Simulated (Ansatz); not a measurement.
System: ClF3H4NOTa.

```yaml
atoms:
  - { symbol: Ta, position_ang: [-0.0523, -0.5644, 0.2057] }
  - { symbol: F, position_ang: [2.1573, 0.3237, 0.2693] }
  - { symbol: Cl, position_ang: [-0.5980, -0.2824, 2.4963] }
  - { symbol: F, position_ang: [0.2098, -0.8761, -1.6453] }
  - { symbol: F, position_ang: [-0.3571, 1.2707, -0.1168] }
  - { symbol: N, position_ang: [-1.7140, -1.5776, -0.0056] }
  - { symbol: H, position_ang: [-2.4066, -1.7360, 0.7221] }
  - { symbol: H, position_ang: [-2.0213, -1.9320, -0.9101] }
  - { symbol: O, position_ang: [1.3967, -1.8330, 0.6775] }
  - { symbol: H, position_ang: [1.3577, -2.6924, 1.1134] }
  - { symbol: H, position_ang: [2.3835, -0.5868, 0.5234] }
```

Core potentials replace the inner electrons of Ta.

These are results of RKS B3LYP-D4/def2-SVP in Ansatz 0.2.0, not measurements.

> What can the converged electron density and electron localisation function tell about the bonding?

Ta–F (1.90 Å): ρ at the midpoint is about 0.96 e/Å³; the ELF peaks at about 0.85 in the valence shell of F, 0.5 Å from its nucleus, and drops to about 0.20 between the two atoms.
Ta–N (1.96 Å): the density is about 1 e/Å³ at the midpoint; the ELF peaks at about 0.90 in the valence shell of N, 0.6 Å from its nucleus, and is about 0.35 at the midpoint.
Ta–Cl (2.37 Å): ρ is about 0.57 e/Å³ halfway; the ELF peaks at about 0.85 in the valence shell of Cl, 0.8 Å from its nucleus, and is about 0.35 at the midpoint.

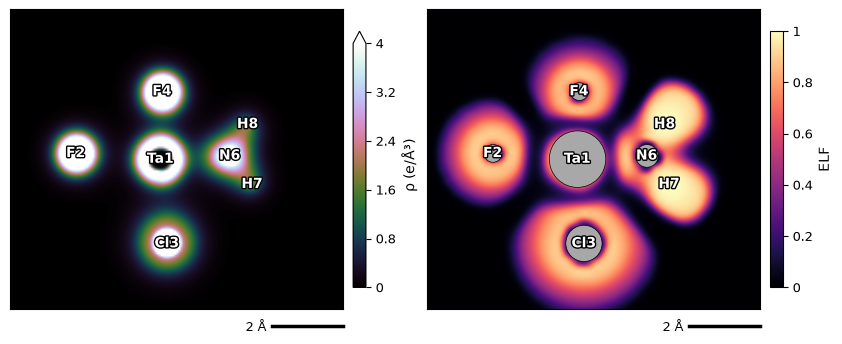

Computed electron density and electron localisation function on the plane of atoms Cl3, Ta1 and F4, in this order. Grey discs cover the atomic cores in the ELF map. 
